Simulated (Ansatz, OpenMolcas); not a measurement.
# C2H5AlN2 (SMILES C#[C][Al]([NH2])[NH2]): the vertical energy of the triplet above the singlet, rung by rung

The species is C2H5AlN2 (10 atoms), meant as a singlet with charge 0. As SMILES, `C#[C][Al]([NH2])[NH2]`. The coordinates come from a PBE0-D4/def2-TZVP relaxation.

Quantity: the vertical energy of the triplet above the singlet, in eV. The values are calculated.

```csv
level,kind,program,value (eV),less CCSD(T)/def2-SVP
HF/def2-SVP,Hartree–Fock,Ansatz,4.33,-1.07
revPBE/def2-SVP,GGA,Ansatz,4.80,-0.60
B3LYP/def2-SVP,global hybrid,OpenMolcas,5.08,-0.32
BHLYP/def2-SVP,global hybrid,Ansatz,4.98,-0.42
r2SCAN0/def2-SVP,hybrid meta-GGA,Ansatz,4.83,-0.57
PBE-QIDH/def2-SVP,double hybrid,Ansatz,5.29,-0.11
MP2/def2-SVP,perturbation theory,Ansatz,5.79,+0.39
CCSD(T)/def2-SVP,coupled cluster or CI,Ansatz,5.40,0.00
```

CCSD(T)/def2-SVP is the highest level here, not the true value. The values span 4.33 to 5.79 eV.

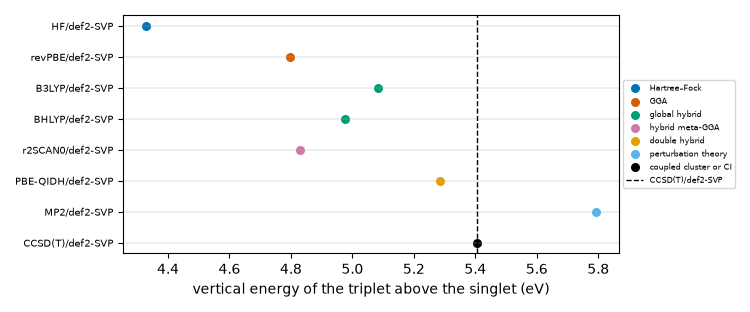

The values of the table, level by level.
